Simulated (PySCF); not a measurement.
**C6H15PSi: density, localisation and related maps**

```yaml
atoms:
  - { symbol: C, position_ang: [-2.2587, -1.4694, 0.0938] }
  - { symbol: C, position_ang: [-1.5889, -0.1692, -0.3238] }
  - { symbol: C, position_ang: [-0.0717, -0.2380, -0.2447] }
  - { symbol: C, position_ang: [0.5523, -0.4244, 1.1505] }
  - { symbol: P, position_ang: [2.0261, 0.6684, 0.6892] }
  - { symbol: Si, position_ang: [3.3200, -0.8601, -0.3604] }
  - { symbol: C, position_ang: [0.7430, 1.0104, -0.6793] }
  - { symbol: C, position_ang: [0.0755, 2.3587, -0.4665] }
  - { symbol: H, position_ang: [-3.3554, -1.3952, 0.0426] }
  - { symbol: H, position_ang: [-1.9492, -2.3043, -0.5546] }
  - { symbol: H, position_ang: [-1.9942, -1.7415, 1.1281] }
  - { symbol: H, position_ang: [-1.8818, 0.0881, -1.3568] }
  - { symbol: H, position_ang: [-1.9545, 0.6559, 0.3114] }
  - { symbol: H, position_ang: [0.2633, -1.0800, -0.8738] }
  - { symbol: H, position_ang: [-0.0231, 0.0807, 1.9443] }
  - { symbol: H, position_ang: [0.7478, -1.4562, 1.4772] }
  - { symbol: H, position_ang: [2.5640, -1.8260, -1.2220] }
  - { symbol: H, position_ang: [4.0674, -1.6399, 0.6744] }
  - { symbol: H, position_ang: [4.3054, -0.1335, -1.2193] }
  - { symbol: H, position_ang: [1.1216, 0.9462, -1.7120] }
  - { symbol: H, position_ang: [0.7831, 3.1767, -0.6680] }
  - { symbol: H, position_ang: [-0.7894, 2.4878, -1.1374] }
  - { symbol: H, position_ang: [-0.2815, 2.4840, 0.5682] }
```

Geometry: PBE0-D3(BJ)/def2-SVP.

Level of theory: PySCF 2.14.0, PBE0/pcSseg-1, SCF density, gas phase, non-relativistic.

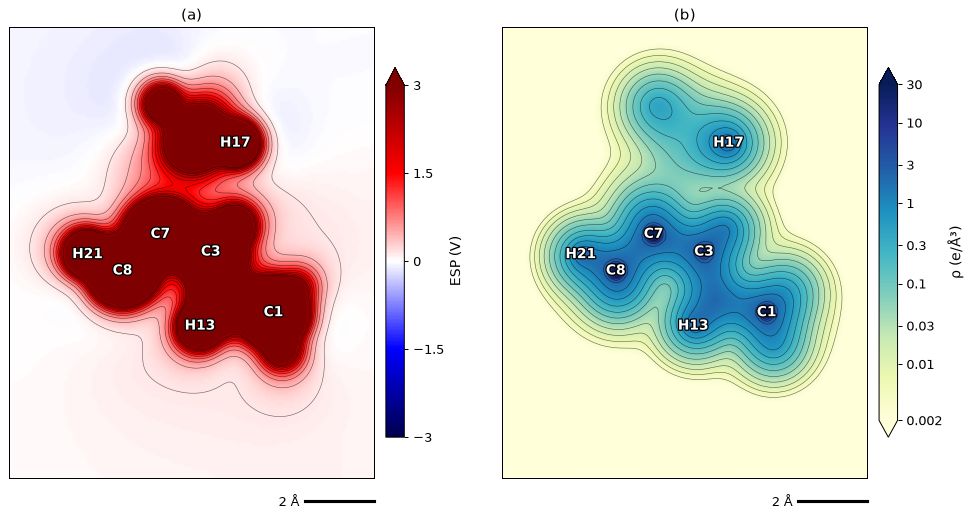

Figure 1. (a) electrostatic potential; (b) electron density on the plane of atoms C7, C8 and H21.

Question: Read the bonding off the picture.

Answer: The plane passes through C and H nuclei. C–C (1.52 Å): ρ at the midpoint is about 1.6 e/Å³. C–H (1.10 Å): ρ at the midpoint is about 1.9 e/Å³. The potential has no marked negative region in this plane.

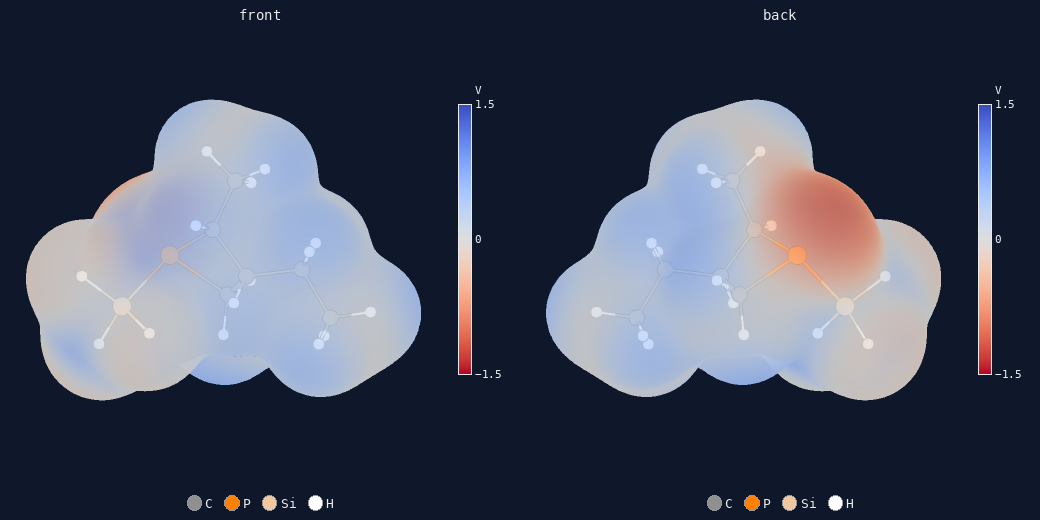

Figure 2. The molecular electrostatic potential painted on the density surface at 0.001 e/bohr³, seen from the front and from behind; the colour scale runs from red (negative) to blue (positive).

Question: Which sites attract a positive test charge, and which a negative one?

Answer: A positive charge is drawn to the negative regions and a negative charge to the positive ones. The most negative region (about −1.0 V) lies over P5, the most positive (about +0.5 V) over Si6, H15, H16 and H20.

Question: What dipole moment does the calculation give?

Answer: Its dipole moment is 1.69 D.
